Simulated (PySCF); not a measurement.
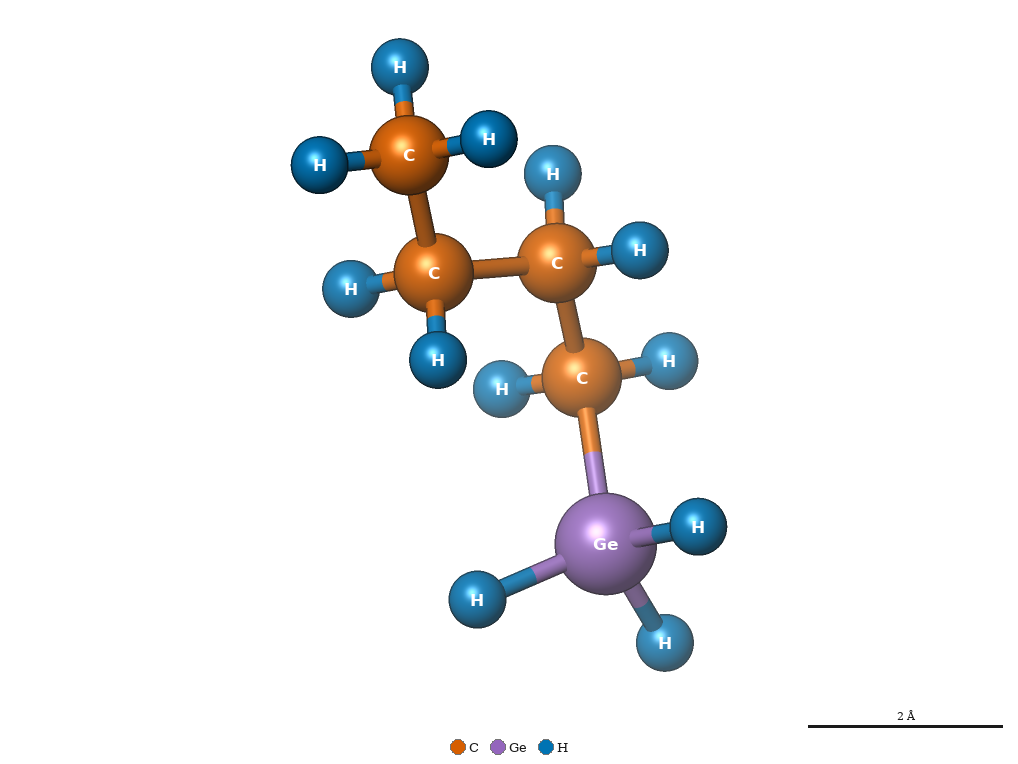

Atoms fade into the background with distance from the viewer. The geometry was computed by an optimisation with PBE0-D3(BJ)/def2-SVP. No frequency run is at hand to confirm it as a minimum. Masses are those of the most abundant isotopes; constants are for the rigid equilibrium geometry.

### What kind of rotor is it, and what are its rotational constants in GHz?

An asymmetric top (C1): A = 7.59, B = 1.16, C = 1.07 GHz. Ray's parameter κ is −0.97, close to the prolate limit.
